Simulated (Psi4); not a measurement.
## C2H5B: property calculation (part 2 of 2)

The same run, continued: C2H5B (BH2(vinyl)), SMILES [H]B([H])C=C; HF/def2-SVP, RHF, dispersion D4, ddCOSMO solvent acetone (Psi4 1.11). The geometry comes from this level: GFN2-xTB.

Geometry of the input (Å):
```
B  0.6801  1.0435  -0.4049
H  1.3520  1.3642  -1.3059
H  0.4858  1.7907  0.4732
C  0.0514  -0.3653  -0.3638
C  -0.7140  -0.8040  0.6377
H  0.2291  -1.0576  -1.1812
H  -0.9376  -0.1775  1.4869
H  -1.1468  -1.7940  0.6581
```

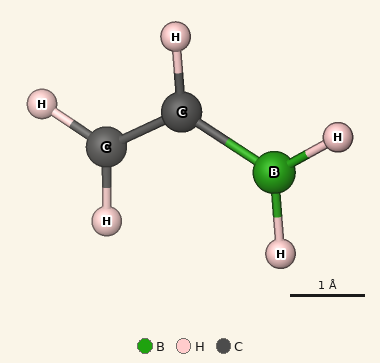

**Figure 1.** The structure (ball-and-stick view, seen at an oblique angle).

Output, continued:
```
Properties will be evaluated at   0.000000,   0.000000,   0.000000 [a0]

Properties computed using the SCF density matrix

 Multipole Moments:

 ------------------------------------------------------------------------------------
     Multipole            Electronic (a.u.)      Nuclear  (a.u.)        Total (a.u.)
 ------------------------------------------------------------------------------------

 L = 1.  Multiply by 2.5417464519 to convert [e a0] to [Debye]
 Dipole X            :          0.0140015           -0.0174269           -0.0034254
 Dipole Y            :          0.1092987           -0.4140696           -0.3047709
 Dipole Z            :          0.5410424           -1.0022822           -0.4612398
 Magnitude           :                                                    0.5528464

 ------------------------------------------------------------------------------------

	total time  =          8 seconds =       0.13 minutes

Properties will be evaluated at   0.000000,   0.000000,   0.000000 [a0]
OEProp: No title given, name of density matrix used for the following properties is 'SCF density'
  Mulliken Charges: (a.u.)
   Center  Symbol    Alpha    Beta     Spin     Total
       1     B     2.35612  2.35612  0.00000  0.28777
       2     H     0.55401  0.55401  0.00000 -0.10802
       3     H     0.55385  0.55385  0.00000 -0.10769
       4     C     3.12402  3.12402  0.00000 -0.24805
       5     C     3.00852  3.00852  0.00000 -0.01705
       6     H     0.47606  0.47606  0.00000  0.04788
       7     H     0.46468  0.46468  0.00000  0.07063
       8     H     0.46274  0.46274  0.00000  0.07453

   Total alpha = 11.00000, Total beta = 11.00000, Total charge = -0.00000

  ==> Computing MBIS Charges <==

  Electron Count from Grid (Expected Number): 22.00001 (22.00000)
  Difference:  0.00001

  MBIS Charges: (a.u.)
   Center  Symbol  Z      Pop.       Charge
      1       B    5    4.222922    0.777078
      2       H    1    1.259835   -0.259835
      3       H    1    1.257144   -0.257144
      4       C    6    6.615984   -0.615984
      5       C    6    6.062061   -0.062061
      6       H    1    0.827443    0.172557
      7       H    1    0.878964    0.121036
      8       H    1    0.875652    0.124348

  MBIS Dipoles: [e a0]
   Center  Symbol  Z        X           Y           Z
      1       B    5    0.000788   -0.008057   -0.001305
      2       H    1   -0.000341   -0.017633    0.129451
      3       H    1   -0.000244    0.101974   -0.080123
      4       C    6    0.000530   -0.132574    0.003620
      5       C    6   -0.000178   -0.017222   -0.016129
      6       H    1    0.000094   -0.040687    0.017911
      7       H    1   -0.000206    0.060299   -0.031167
      8       H    1   -0.000411   -0.062800   -0.025803

  MBIS Quadrupoles: [e a0^2]
   Center  Symbol  Z      XX        XY        XZ        YY        YZ        ZZ
      1       B    5   -2.5687   -0.0017   -0.0009   -3.1852   -0.0703   -3.1198
      2       H    1   -0.9157   -0.0001   -0.0001   -0.9578    0.0041   -0.9082
      3       H    1   -0.9195    0.0000   -0.0000   -0.9156   -0.0178   -0.9500
      4       C    6   -5.2532   -0.0011   -0.0037   -5.6308   -0.0684   -5.6947
      5       C    6   -4.3285   -0.0008   -0.0037   -4.5289   -0.0349   -4.6647
      6       H    1   -0.4488    0.0001    0.0001   -0.4495    0.0065   -0.4383
      7       H    1   -0.4943    0.0000    0.0001   -0.4892    0.0016   -0.4830
      8       H    1   -0.4887   -0.0000    0.0001   -0.4814   -0.0031   -0.4762

  MBIS Octupoles: [e a0^3]
   Center  Symbol  Z      XXX       XXY       XXZ       XYY       XYZ       XZZ       YYY       YYZ       YZZ       ZZZ
      1       B    5    0.0050   -0.0288    0.0382    0.0008    0.0003   -0.0003   -0.1102    0.0538   -0.0261   -0.0666
      2       H    1   -0.0009   -0.0214    0.0149   -0.0003    0.0002   -0.0001   -0.0879    0.0840   -0.0127    0.1206
      3       H    1   -0.0005    0.0073   -0.0211   -0.0000   -0.0001   -0.0003    0.1072   -0.0141    0.0205   -0.1626
      4       C    6    0.0103   -0.0845    0.2856   -0.0029   -0.0001    0.0006   -0.5367   -0.2826   -0.1377    0.3330
      5       C    6   -0.0054   -0.0539   -0.1839    0.0019    0.0001   -0.0001   -0.1570    0.1515   -0.0868   -0.3964
      6       H    1    0.0001   -0.0071    0.0052   -0.0001   -0.0001    0.0000   -0.0358   -0.0090   -0.0136    0.0155
      7       H    1   -0.0002    0.0146   -0.0115    0.0001    0.0001   -0.0001    0.0548   -0.0013    0.0171   -0.0348
      8       H    1   -0.0003   -0.0173   -0.0077    0.0000   -0.0000   -0.0001   -0.0642    0.0057   -0.0236   -0.0210

  MBIS Radial Moments:
   Center  Symbol  Z      [a0^2]      [a0^3]      [a0^4]
      1       B    5    8.873708   22.659907   70.114424
      2       H    1    2.781664    5.865632   14.851414
      3       H    1    2.785116    5.896483   15.012195
      4       C    6   16.578721   42.027858   127.554837
      5       C    6   13.522135   32.799556   95.264927
      6       H    1    1.336536    2.403508    5.176491
      7       H    1    1.466443    2.684570    5.898453
      8       H    1    1.446291    2.622581    5.691421

  MBIS Valence Widths: [a0]
   Center  Symbol  Z     Width
      1       B    5    0.542698
      2       H    1    0.433583
      3       H    1    0.434028
      4       C    6    0.533301
      5       C    6    0.510543
      6       H    1    0.371148
      7       H    1    0.377153
      8       H    1    0.375780

  MBIS Valence Charges: (a.u.)
   Center  Symbol  Z     Charge
      1       B    5   -2.528781
      2       H    1   -1.259835
      3       H    1   -1.257144
      4       C    6   -4.962195
      5       C    6   -4.404393
      6       H    1   -0.827443
      7       H    1   -0.878964
      8       H    1   -0.875652

  Wiberg Bond Indices using Orthogonal Lowdin Orbitals:

  Irrep: 1 Size: 8 x 8

                 1                   2                   3                   4                   5

    1     0.00000000000000     0.97018143495683     0.96718601964668     1.14943107835642     0.20613975318628
    2     0.97018143495683     0.00000000000000     0.02623857069949     0.03943054048049     0.00524699893033
    3     0.96718601964668     0.02623857069949     0.00000000000000     0.03601691855191     0.00586125941874
    4     1.14943107835642     0.03943054048049     0.03601691855191     0.00000000000000     1.92126036285490
    5     0.20613975318628     0.00524699893033     0.00586125941874     1.92126036285490     0.00000000000000
    6     0.05759892966194     0.00307885311255     0.00779840390032     0.93377836604091     0.06644394260446
    7     0.01570603578026     0.00067578769527     0.00212102008653     0.06379395681299     0.95626878004355
    8     0.01429078301977     0.00053284629325     0.00037588026527     0.06572722204347     0.96205518188995

                 6                   7                   8

    1     0.05759892966194     0.01570603578026     0.01429078301977
    2     0.00307885311255     0.00067578769527     0.00053284629325
    3     0.00779840390032     0.00212102008653     0.00037588026527
    4     0.93377836604091     0.06379395681299     0.06572722204347
    5     0.06644394260446     0.95626878004355     0.96205518188995
    6     0.00000000000000     0.01398411977990     0.00675223493538
    7     0.01398411977990     0.00000000000000     0.03121053899849
    8     0.00675223493538     0.03121053899849     0.00000000000000

  Atomic Valences:

 #  #
 Irrep: 1
      1:    3.380534034608175
      2:    1.045385032168197
      3:    1.045598072568940
      4:    4.209438445141076
      5:    4.123276278928204
      6:    1.089434850035450
      7:    1.083760239196985
      8:    1.080944687445581

  Variable Map:
  ----------------------------------------------------------------------------
  "CURRENT ENERGY"                                =>    -103.230467368623
  "CURRENT REFERENCE ENERGY"                      =>    -103.230467368623
  "DD SOLVATION ENERGY"                           =>      -0.001571281614
  "DISPERSION CORRECTION ENERGY"                  =>      -0.014984883037
  "HF KINETIC ENERGY"                             =>     102.730933597068
  "HF POTENTIAL ENERGY"                           =>    -205.961400965691
  "HF TOTAL ENERGY"                               =>    -103.213911203972
  "HF-D4(BJ,EEQ)ATM DISPERSION CORRECTION ENERGY" =>      -0.014984883037
  "NUCLEAR REPULSION ENERGY"                      =>      58.129023031541
  "ONE-ELECTRON ENERGY"                           =>    -252.459446090557
  "PCM POLARIZATION ENERGY"                       =>       0.000000000000
  "PE ENERGY"                                     =>       0.000000000000
  "SCF ITERATION ENERGY"                          =>    -103.230467368623
  "SCF ITERATIONS"                                =>       8.000000000000
  "SCF TOTAL ENERGY"                              =>    -103.230467368623
  "TWO-ELECTRON ENERGY"                           =>      91.116511855045

  Array Variable Map:
  ----------------------------------------------------------------------------
  "CURRENT DIPOLE"                                =>      -0.003425396718 ... -0.461239765555 1 by 3
  "SCF DIPOLE"                                    =>      -0.003425396718 ... -0.461239765555 1 by 3
  "SCF TOTAL ENERGIES"                            =>    -102.300489467478 ... -103.230467368623 1 by 9

    Psi4 run time: 0:00:20.88
```

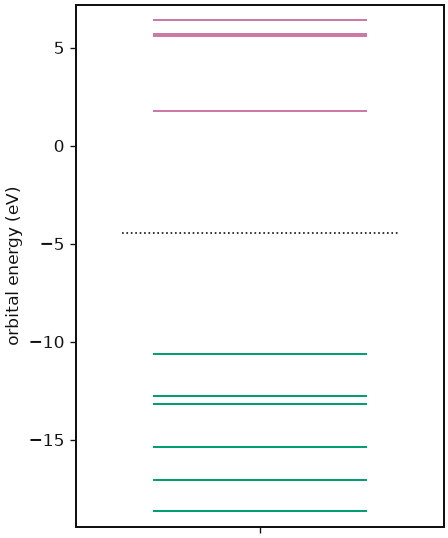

**Figure 2.** Orbital energies near the frontier; the dotted line parts filled from empty levels, and levels within 0.02 eV of each other stand side by side. Highest filled −10.64 eV, lowest empty 1.76 eV, 12.40 eV apart.

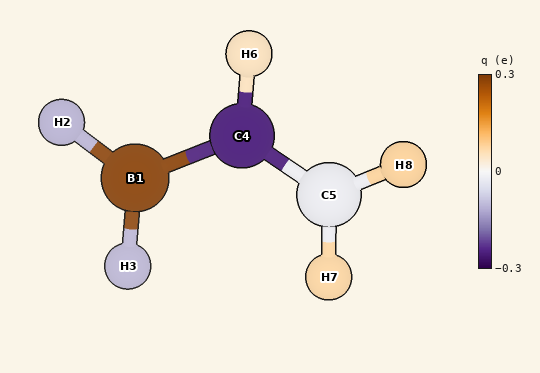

**Figure 3.** Mulliken charges, as the colour of each atom (ball-and-stick view, seen at a tilt; atoms are numbered from 1 in the order of the input). By element: B +0.29, H −0.11 to +0.07 and C −0.25 to −0.02 e.
